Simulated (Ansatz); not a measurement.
**CH4AlFO2: two geometries relaxed**

Are the two ends of the reaction (metallacycle) separate minima, and which lies lower? Each is relaxed from a guess. Meant to form: H5–F2, Al1–C4; to break: Al1–F2, H5–C4. The start is a guess near the saddle point, from which both ends are pulled out.

All numbers below are computed with Ansatz 0.2.0 (UKS LDA/6-31G*).

## Step 1: The starting structure

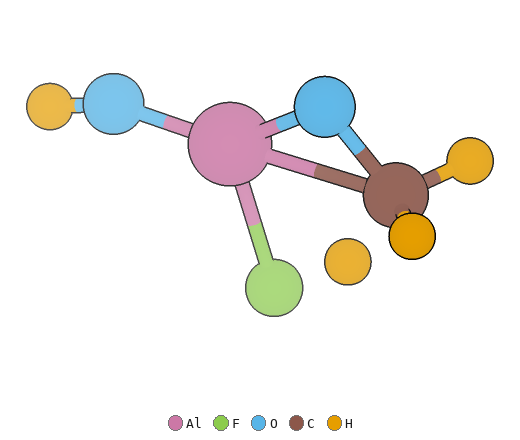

The starting structure, seen from a chosen angle (aluminium pink, fluorine green, oxygen blue, carbon brown, hydrogen amber).

Coordinates:

```xyz
9

Al   -0.7995   -0.3825    0.0409
F     0.6572   -0.4242    1.5646
O    -0.2394    0.5122   -1.2194
C     1.0619    0.7953   -0.6199
H     1.1292    0.2159    0.6392
O    -2.1268   -1.2293    0.4580
H     1.8220    0.4039   -1.3023
H     1.1612    1.8839   -0.5747
H    -2.6660   -1.7752    1.0137
```

## Step 2: Pulling towards end A

Springs on the bonds that form and break draw the guess towards this end; the thresholds are loose.

input.yaml

```yaml
crystal:
  periodic: [false, false, false]
  atoms:
    - { symbol: Al, position_ang: [-0.7995, -0.3825, 0.0409] }
    - { symbol: F, position_ang: [0.6572, -0.4242, 1.5646] }
    - { symbol: O, position_ang: [-0.2394, 0.5122, -1.2194] }
    - { symbol: C, position_ang: [1.0619, 0.7953, -0.6199] }
    - { symbol: H, position_ang: [1.1292, 0.2159, 0.6392] }
    - { symbol: O, position_ang: [-2.1268, -1.2293, 0.458] }
    - { symbol: H, position_ang: [1.822, 0.4039, -1.3023] }
    - { symbol: H, position_ang: [1.1612, 1.8839, -0.5747] }
    - { symbol: H, position_ang: [-2.666, -1.7752, 1.0137] }
magnetization:
  spin_polarized: true
basis:
  gaussian: { orbitals: "6-31G*" }
hamiltonian:
  xc: lda
relax:
  f_tol: 0.15
  max_steps: 25
  restrain:
    - { distance: [4, 1], at: 2.18, k: 30.0 }
    - { distance: [0, 3], at: 3.27, k: 30.0 }
    - { distance: [0, 1], at: 1.78, k: 30.0 }
    - { distance: [4, 3], at: 1.07, k: 30.0 }
```

On the command line:

```bash
ansatz run input.yaml --threads 2 --pin off --max-ram 3072MiB --backend cpu --events-out ev --progress --plain --runs-dir out
```

Output, shortened:

```text
Warning: RAYON_NUM_THREADS=2 ignored (pool sized by the plan → 2); use --threads N
[...]
Functional definition: SPW92
[...]
949 factors; their error is unknown
[...]
mean field -14424.90599002 eV, -530.1055175809 hartree, gradient 4.2e-5 eV, S^2 0.000000; 0 other end points of the search recorded, 0 dependent functions left out
[...]
reference -14424.90603082 eV, -530.1055190802 hartree; 24, 24 occupied and 63, 63 virtual orbitals, 949 factors
relax step   1: F+E_penalty+E_count = -14424.90599002 eV  Δ(F+E_penalty+E_count) = +0.000e0 eV  max|allowed force component| = 3.350e0 eV/Å  E_restraint = 31.07148321 eV  max|allowed force component, restraints' pulls added| = 3.350e1 eV/Å  Δτ_max = 0.0000 Å  (29 SCF iters, accepted)
[...]
relax step   3: F+E_penalty+E_count = -14425.93900807 eV  Δ(F+E_penalty+E_count) = -1.644e-1 eV  max|allowed force component| = 8.455e0 eV/Å  E_restraint = 6.10603276 eV  max|allowed force component, restraints' pulls added| = 9.681e0 eV/Å  Δτ_max = 0.1947 Å  (38 SCF iters, accepted)
[...]
relax step   5: F+E_penalty+E_count = -14426.34835722 eV  Δ(F+E_penalty+E_count) = -2.109e-1 eV  max|allowed force component| = 5.682e0 eV/Å  E_restraint = 0.37727330 eV  max|allowed force component, restraints' pulls added| = 1.779e0 eV/Å  Δτ_max = 0.1952 Å  (35 SCF iters, accepted)
[...]
relax step  10: F+E_penalty+E_count = -14426.64859119 eV  Δ(F+E_penalty+E_count) = +2.345e-3 eV  max|allowed force component| = 4.628e0 eV/Å  E_restraint = 0.43669188 eV  max|allowed force component, restraints' pulls added| = 1.181e-2 eV/Å  Δτ_max = 0.0125 Å  (31 SCF iters, accepted)
  distance H 4 - F 1 = 2.2209 Å
  distance Al 0 - C 3 = 3.1133 Å
  distance Al 0 - F 1 = 1.7343 Å
  distance H 4 - C 3 = 1.0980 Å
949 factors; their error is unknown
[...]
mean field -14426.64859119 eV, -530.1695569927 hartree, gradient 1.2e-5 eV, S^2 0.000000; 1 other end points of the search recorded, 0 dependent functions left out
[...]
reference -14426.64863195 eV, -530.1695584906 hartree; 24, 24 occupied and 63, 63 virtual orbitals, 949 factors
Total energy: -14426.64863195 eV, -530.1695584906 hartree
Atom 0 at    -1.008756    -0.678147     0.420074 Å, force     4.627914     2.553752    -0.773427 eV/Å
Atom 1 at     0.278885    -0.628239     1.580787 Å, force    -1.762881    -0.725133    -0.220613 eV/Å
Atom 2 at    -0.063241     0.344873    -0.782164 Å, force    -0.002438    -0.004782     0.006913 eV/Å
Atom 3 at     1.373473     0.983757    -0.700402 Å, force    -3.789782    -2.229469     0.922193 eV/Å
Atom 4 at     1.608611     0.612018     0.305664 Å, force     0.915754     0.401762     0.063270 eV/Å
Atom 5 at    -2.541726    -1.370379     0.356866 Å, force     0.004606     0.001362     0.002276 eV/Å
Atom 6 at     1.979942     0.549903    -1.509189 Å, force     0.000524     0.000969     0.001857 eV/Å
Atom 7 at     1.259368     2.075205    -0.777119 Å, force     0.003418    -0.000970     0.000788 eV/Å
Atom 8 at    -2.886757    -1.888990     1.105581 Å, force     0.002886     0.002509    -0.003257 eV/Å
Dipole moment:    -0.207270    -0.222950     0.263542 e Å
```

Run time: 13 s. Hardware: 2 threads of AMD EPYC 7B13 (Zen 3), shared host; peak memory 0.18 GiB.

The steps of the relaxation:

```csv
step,energy from step 1 (eV),largest force component (eV/Å)
1,0.0000,3.3496
2,-0.8686,5.5957
3,-1.0330,8.4553
4,-1.2315,7.4443
5,-1.4424,5.6819
6,-1.6898,4.2890
7,-1.6961,4.7768
8,-1.7197,4.5183
9,-1.7449,4.5748
10,-1.7426,4.6279
```

Step 1 is the start. Energies and forces in the table leave out the springs, which the log lists apart; the run stops on the force with the springs' pull added.

After: Bond lengths: Al1–F2 1.734 Å, Al1–O3 1.840 Å, O3–C4 1.574 Å, C4–H5 1.098 Å, Al1–O6 1.683 Å, C4–H7 1.100 Å, C4–H8 1.100 Å, O6–H9 0.974 Å. Angles: F2–Al1–O3 92.3°, F2–Al1–O6 135.5°, O3–Al1–O6 132.2°, Al1–O3–C4 131.3°, O3–C4–H5 96.1°, O3–C4–H7 107.7°, O3–C4–H8 107.7°, H5–C4–H7 115.0°, H5–C4–H8 115.0°, H7–C4–H8 113.4°, Al1–O6–H9 120.8°.

Pairs that crossed the distance rule for bonds on the way: came closer C4–H5; moved apart Al1–C4.

## Step 3: Relaxing end A

It starts where the restrained run ended.

input.yaml

```yaml
crystal:
  periodic: [false, false, false]
  atoms:
    - { symbol: Al, position_ang: [-1.008756, -0.678147, 0.420074] }
    - { symbol: F, position_ang: [0.278885, -0.628239, 1.580787] }
    - { symbol: O, position_ang: [-0.063241, 0.344873, -0.782164] }
    - { symbol: C, position_ang: [1.373473, 0.983757, -0.700402] }
    - { symbol: H, position_ang: [1.608611, 0.612018, 0.305664] }
    - { symbol: O, position_ang: [-2.541726, -1.370379, 0.356866] }
    - { symbol: H, position_ang: [1.979942, 0.549903, -1.509189] }
    - { symbol: H, position_ang: [1.259368, 2.075205, -0.777119] }
    - { symbol: H, position_ang: [-2.886757, -1.88899, 1.105581] }
magnetization:
  spin_polarized: true
basis:
  gaussian: { orbitals: "6-31G*" }
hamiltonian:
  xc: lda
relax:
  f_tol: 0.03
  max_steps: 50
```

On the command line:

```bash
ansatz run input.yaml --threads 2 --pin off --max-ram 3072MiB --backend cpu --events-out ev --progress --plain --runs-dir out
```

Output, shortened:

```text
Warning: RAYON_NUM_THREADS=2 ignored (pool sized by the plan → 2); use --threads N
[...]
Functional definition: SPW92
[...]
949 factors; their error is unknown
[...]
mean field -14426.64860717 eV, -530.1695575798 hartree, gradient 3.5e-5 eV, S^2 0.000000; 0 other end points of the search recorded, 0 dependent functions left out
[...]
reference -14426.64864807 eV, -530.1695590830 hartree; 24, 24 occupied and 63, 63 virtual orbitals, 949 factors
relax step   1: F+E_penalty+E_count = -14426.64860717 eV  Δ(F+E_penalty+E_count) = +0.000e0 eV  max|allowed force component| = 4.628e0 eV/Å  Δτ_max = 0.0000 Å  (28 SCF iters, accepted)
[...]
relax step   7: F+E_penalty+E_count = -14428.03732908 eV  Δ(F+E_penalty+E_count) = -2.086e-3 eV  max|allowed force component| = 4.246e-2 eV/Å  Δτ_max = 0.0510 Å  (29 SCF iters, accepted)
[...]
Total energy: -14428.03750394 eV, -530.2205985945 hartree
Atom 0 at    -0.775165    -0.613585     0.495032 Å, force    -0.001874    -0.015911     0.001139 eV/Å
Atom 1 at     0.055428    -0.893834     1.892920 Å, force    -0.009549     0.003827     0.001132 eV/Å
Atom 2 at    -0.064648     0.306927    -0.726444 Å, force     0.008359     0.008339    -0.007528 eV/Å
Atom 3 at     1.199604     0.907419    -0.709331 Å, force     0.001432    -0.002234    -0.000153 eV/Å
Atom 4 at     1.758351     0.723596     0.233552 Å, force     0.001672    -0.000179    -0.004028 eV/Å
Atom 5 at    -2.330512    -1.232161     0.241384 Å, force    -0.007940     0.007755     0.022029 eV/Å
Atom 6 at     1.816404     0.525927    -1.548605 Å, force    -0.008573     0.000804     0.007209 eV/Å
Atom 7 at     1.103388     2.004840    -0.837138 Å, force    -0.001076    -0.002974    -0.001416 eV/Å
Atom 8 at    -2.763053    -1.729127     0.958727 Å, force     0.017548     0.000574    -0.018382 eV/Å
Dipole moment:     0.048320    -0.044761     0.188510 e Å
```

Wall time 11 s (2 threads of AMD EPYC 7B13 (Zen 3), shared host); peak memory 0.18 GiB.

Relaxation path:

```csv
step,energy from step 1 (eV),largest force component (eV/Å)
1,0.0000,4.6279
2,-1.0508,2.5253
3,-1.3387,0.6271
4,-1.3706,0.2520
5,-1.3798,0.1645
6,-1.3866,0.1019
7,-1.3887,0.0425
8,-1.3889,0.0220
```

Step 1 is the start.

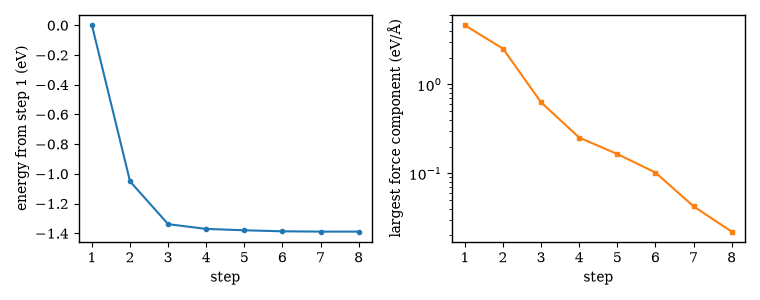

Energy and largest force along the relaxation.

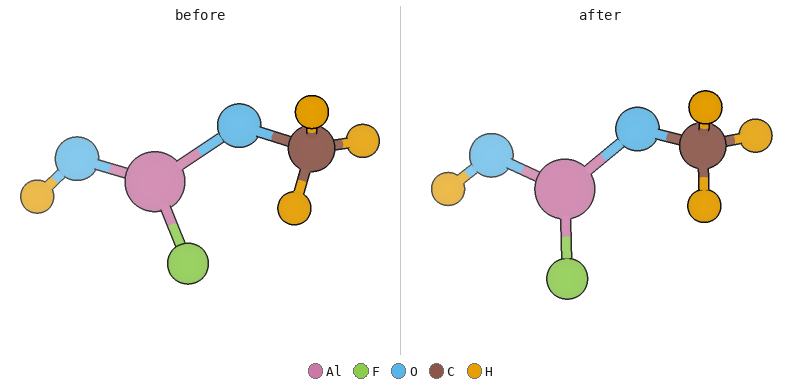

The structure before (left) and after (right), drawn at the same scale.

After: Bond lengths: Al1–F2 1.650 Å, Al1–O3 1.686 Å, O3–C4 1.400 Å, C4–H5 1.111 Å, Al1–O6 1.693 Å, C4–H7 1.109 Å, C4–H8 1.109 Å, O6–H9 0.974 Å. Angles: F2–Al1–O3 119.6°, F2–Al1–O6 121.8°, O3–Al1–O6 118.6°, Al1–O3–C4 127.3°, O3–C4–H5 113.2°, O3–C4–H7 110.2°, O3–C4–H8 110.2°, H5–C4–H7 107.8°, H5–C4–H8 107.8°, H7–C4–H8 107.5°, Al1–O6–H9 119.0°.

[end of part 1 of 2]
